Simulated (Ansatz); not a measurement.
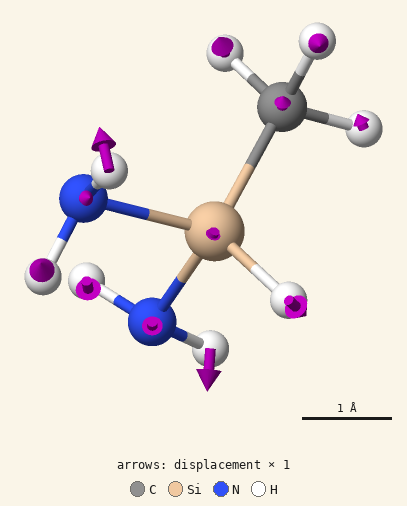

A relaxation of CH8N2Si (coarse preliminary run). The starting structure is drawn; purple arrows show the displacements, at their true length. The two geometries are superimposed by the best rigid fit.

A ball-and-stick model, seen from a free direction.

The start comes from a force field.

All numbers below come from RKS PBE-D4/def2-SVP (Ansatz). (force threshold 0.03 eV/Å; at most 200 steps)

**Which element moves most?**

Hydrogen: up to 0.56 Å, against 0.27 Å for nitrogen.

**Describe the change and its energy.**

The atom that moves furthest after the best rigid fit is an H atom (0.56 Å). By element the largest moves are H 0.56 Å, N 0.27 Å, C 0.18 Å, Si 0.14 Å. Some distances before and after: C–Si 1.770 → 1.891 Å, N–Si 1.650 → 1.742 Å, H–Si 1.428 → 1.517 Å, H–N 1.080 → 1.023 Å. Bond angles that change, for instance: Si–N–H 103.8° → 119.0°, Si–N–H 105.7° → 118.3°, N–Si–N 93.3° → 105.8°. The energy falls by 24.7 kcal/mol in 9 accepted moves (10 points after the start). The largest force component goes from 3.6 to 0.015 eV/Å. The line search rejected the trial step at point 3 of the run. The run took about 18 core-seconds on a shared host.
